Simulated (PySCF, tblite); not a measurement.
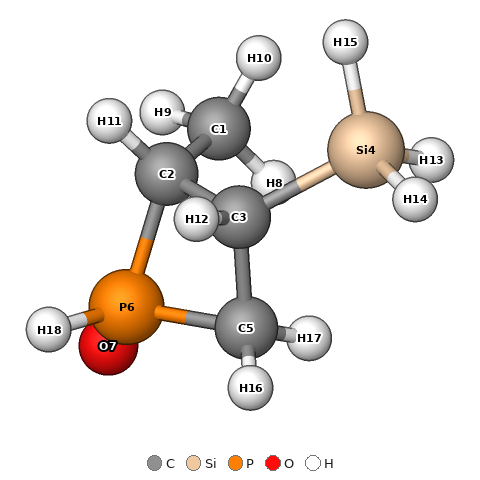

The molecule: C₄H₁₁OPSi, SMILES C[C@@H]1[C@H]([SiH3])C[P@@H]1=O.

GIAO shifts, PBE0/pcSseg-1, PySCF 2.14.0, at a GFN2-xTB geometry (a minimum by its frequencies), against TMS for ²⁹Si, TMS for ¹H and TMS for ¹³C computed at the same level. Gas phase, fully decoupled, line heights follow the number of nuclei, widths are arbitrary (no quadrupolar broadening); values of one conformer, averaged over methyl-type rotors and exact or near symmetry; other conformers aren't averaged in.

> Predict the ²⁹Si spectrum.

1 signal.


| δ (ppm) | nuclei | atoms |
| --- | --- | --- |
| −71.5 | 1 | Si4 |

> How many ¹H lines appear, and where?

7 signals.


```tsv
δ (ppm)	nuclei	atoms
7.42	1	H18
3.89	3	H13, H14, H15
2.64	1	H11
2.50	1	H16
2.43	1	H17
1.44	3	H8, H9, H10
1.24	1	H12
```

The order of signals that lie close, as those under 0.08 ppm apart, is within the error of the method.

> Which ¹³C signals does it give?

4 signals.


```csv
δ (ppm),nuclei,atoms
49.2,1,C2
40.5,1,C5
12.5,1,C1
8.6,1,C3
```

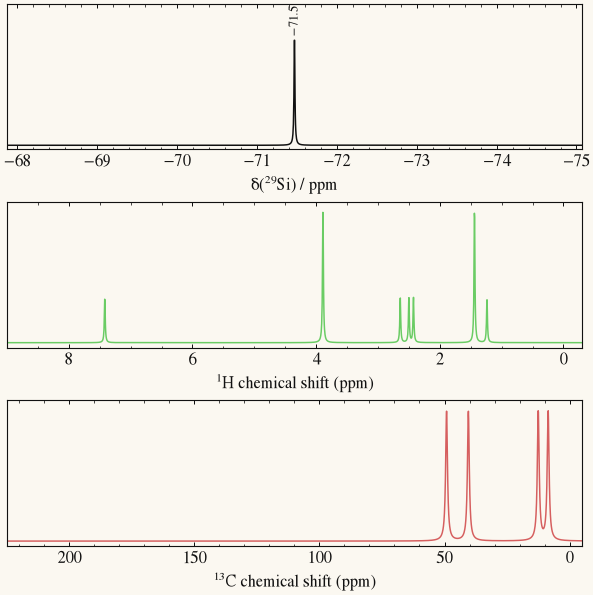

Known limits of this run: the tight-binding geometry is rougher than a DFT one and adds to the error.
